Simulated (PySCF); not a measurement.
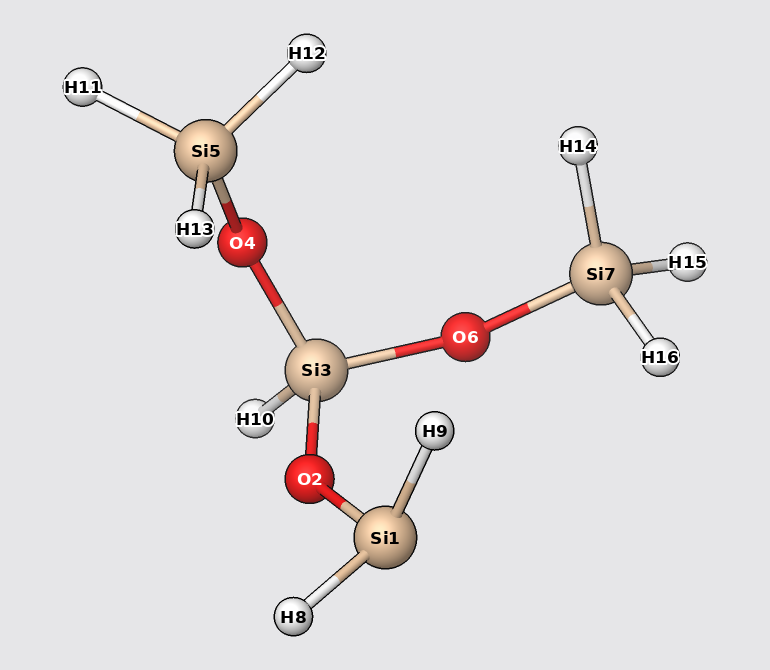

State: neutral, doublet. The computed structure is the end point of a PBE0-D3(BJ)/def2-SVP optimisation. No frequency run is at hand to confirm it as a minimum. Level of theory: UKS B3LYP, IGLO-III on O Si, pcH-1 on H, non-relativistic (PySCF 2.14.0).

Give the isotropic hyperfine couplings (Fermi-contact term alone) of Si1, O2, Si3, O4, Si5, O6, Si7, H8, H9, H10, H11, H12, H13, H14, H15, H16.

| atom | isotope | a_iso (MHz) |
| --- | --- | --- |
| Si1 | 29Si | −646.5 |
| O2 | 17O | −22.8 |
| Si3 | 29Si | 1.1 |
| O4 | 17O | −1.8 |
| Si5 | 29Si | −0.4 |
| O6 | 17O | 0.4 |
| Si7 | 29Si | −1.5 |
| H8 | 1H | 105.6 |
| H9 | 1H | 104.6 |
| H10 | 1H | −1.0 |
| H11 | 1H | 0.6 |
| H12 | 1H | 0.3 |
| H13 | 1H | 1.0 |
| H14 | 1H | 0.6 |
| H15 | 1H | 0.2 |
| H16 | 1H | 1.1 |
